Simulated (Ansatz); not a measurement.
**C2H7GeN (SMILES C[N](C)[GeH]): density, localisation and related maps**

Input file:

```
crystal:
  periodic: [false, false, false]
  atoms:
    - {symbol: C, position_ang: [-0.346093, 1.300431, -0.339492]}
    - {symbol: N, position_ang: [-0.298354, -0.134641, -0.176277]}
    - {symbol: C, position_ang: [0.851545, -0.563699, 0.583445]}
    - {symbol: Ge, position_ang: [-1.607732, -1.175489, -0.901711]}
    - {symbol: H, position_ang: [0.547769, 1.669747, -0.858962]}
    - {symbol: H, position_ang: [-0.393201, 1.808021, 0.632819]}
    - {symbol: H, position_ang: [-1.223998, 1.589179, -0.920050]}
    - {symbol: H, position_ang: [0.849605, -1.646676, 0.691945]}
    - {symbol: H, position_ang: [0.852727, -0.109344, 1.583408]}
    - {symbol: H, position_ang: [1.784235, -0.260957, 0.088611]}
    - {symbol: H, position_ang: [-0.951003, -2.533572, -0.363035]}
basis:
  gaussian: {orbitals: def2-TZVPP}
hamiltonian: {xc: pbe0, dispersion: d4}
output: {orbitals: {seedname: orbitals}}
```

Command:

```sh
ansatz run in.yaml --threads 4 --pin off --events-out ev --progress --plain --max-ram 10444MiB
```

Geometry: PBE0-D4/def2-TZVP.

Theory: RKS PBE0-D4/def2-TZVPP in Ansatz.

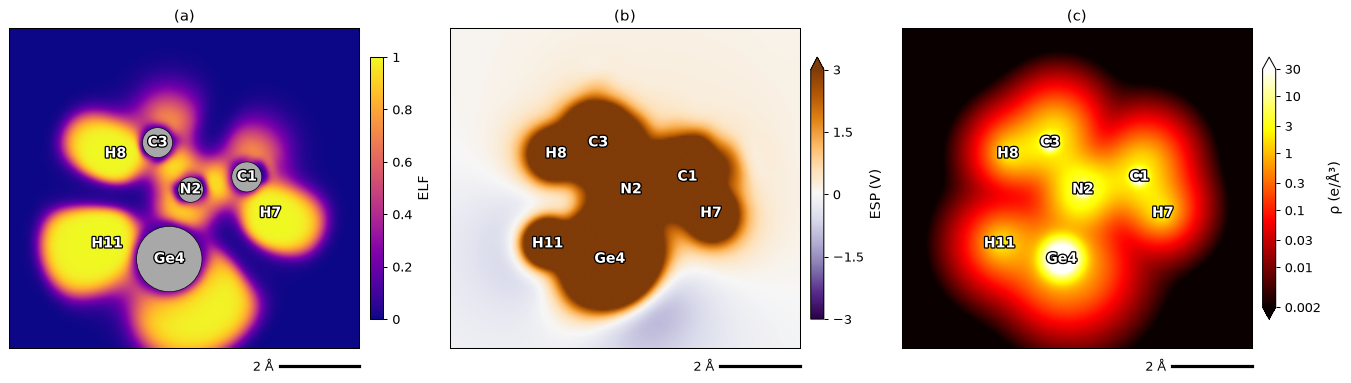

Figure 1. (a) ELF; (b) molecular electrostatic potential; (c) electron density on the plane of atoms N2, Ge4 and H11. Grey discs cover the atomic cores in the ELF map.

What does the map show?

- The plane passes through C, N, Ge and H nuclei.
- C–N (1.44 Å): ρ at the midpoint is about 2 e/Å³; the ELF peaks at about 0.95 between the atoms (localised, covalent bonding).
- Ge–N (1.82 Å): the density is about 0.96 e/Å³ at the midpoint; the ELF peaks at about 0.90 in the valence shell of N, 0.6 Å from its nucleus, and is about 0.40 at the midpoint.
- C–H (1.09 Å): the density is about 2.1 e/Å³ at the midpoint; the ELF climbs to about 1 towards the hydrogen, as it does in any bond to H: an ordinary covalent bond to hydrogen.
- Ge–H (1.60 Å): ρ is about 0.91 e/Å³ halfway; the ELF climbs to about 1 towards the hydrogen.
- Outside the dense part of the molecule the potential is most negative (−1.0 V) near Ge4.

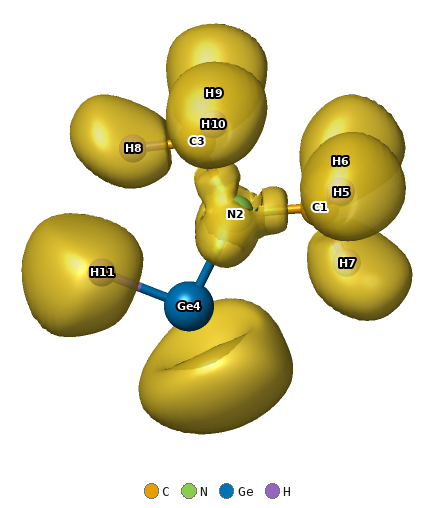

Figure 2. Isosurface of the ELF at 0.75 (yellow), seen at a tilt. Core shells and regions of very low density are left out.

Where are the electrons localised?

The ELF exceeds this value in seven regions around hydrogen nuclei, one region on N in which the atom's valence shell and bonds are merged and one lobe on Ge, pointing away from the bonds (lone pairs).

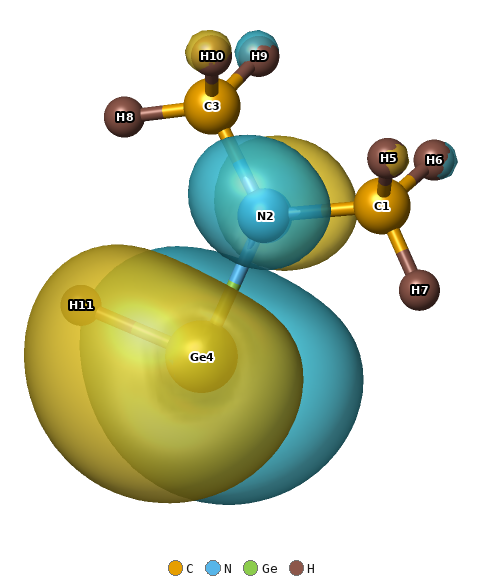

Figure 3. The LUMO at ±0.08 Å⁻³ᐟ² (yellow and cyan are the two phases), seen at a tilt.

What is the character of this orbital?

It lies mainly on Ge4 (about 75 %) and N2 (about 15 %). Its energy is −1.58 eV.
